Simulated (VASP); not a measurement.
Band structure of LiPd (space group P-6m2). All values below come from PBEsol GGA with spin-orbit coupling, VASP's PBE PAW potentials (set 64) (plane waves; VASP).

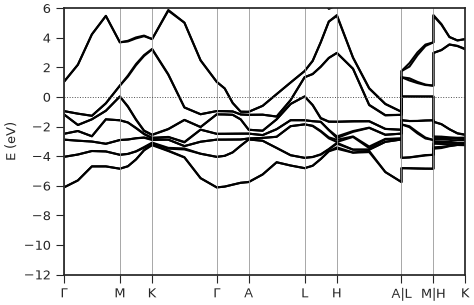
Bands along high-symmetry lines, zero at the valence-band maximum or, without a gap, the Fermi level

Q: Read the plot: is there a gap, and where are the band edges?

A: It has no gap at this level: it comes out as a metal or semimetal.

The structure comes from a computed database's LiPd entry (P-6m2); how it stands against other phases isn't given here. It was relaxed first.
